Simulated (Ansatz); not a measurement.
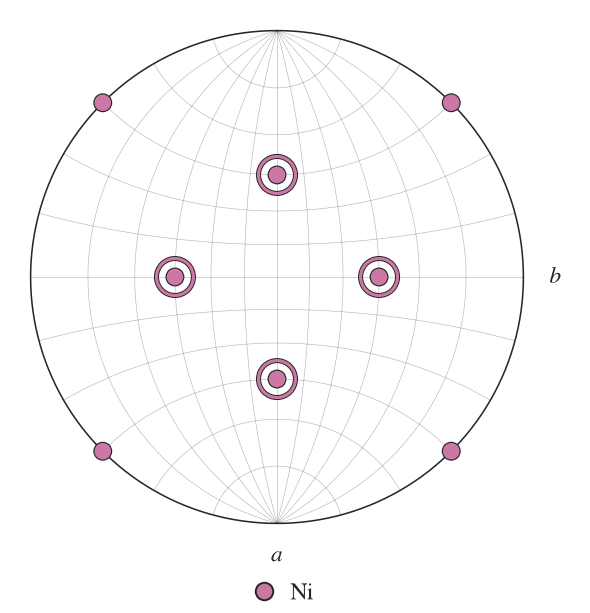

Directions from one nickel atom at (0, 0, 0) to its bonded neighbours, in stereographic projection down c (filled: above the plane of the page or in it, open: below). Crystal: Ni, the input geometry of an electronic-structure calculation (not necessarily at equilibrium). The drawing is computed from the coordinates (standard cell, symmetry found to 0.002 Å).

Neighbours are counted up to 2.71 Å for Ni.

```yaml
crystal:
  lattice:
    - [3.42088, 0.00000, 0.00000]
    - [0.00000, 3.42088, 0.00000]
    - [0.00000, 0.00000, 3.42088]
  atoms:
    - { symbol: Ni, position: [0.00000, 0.00000, 0.00000] }
    - { symbol: Ni, position: [0.00000, 0.50000, 0.50000] }
    - { symbol: Ni, position: [0.50000, 0.00000, 0.50000] }
    - { symbol: Ni, position: [0.50000, 0.50000, 0.00000] }
```

How many neighbours are there, and at what angles?

Answer. 12: 12 Ni at 2.42 Å. Angles between bonds: 60° (24×), 90° (12×), 120° (24×), 180° (6×).

What is the site's symmetry in the crystal?

Answer. Point group m-3m (Oh), order 48: three fourfold axes, four threefold axes, six twofold axes, nine mirror planes, an inversion centre. In Fm-3m, No. 225 this is Wyckoff position 4a.
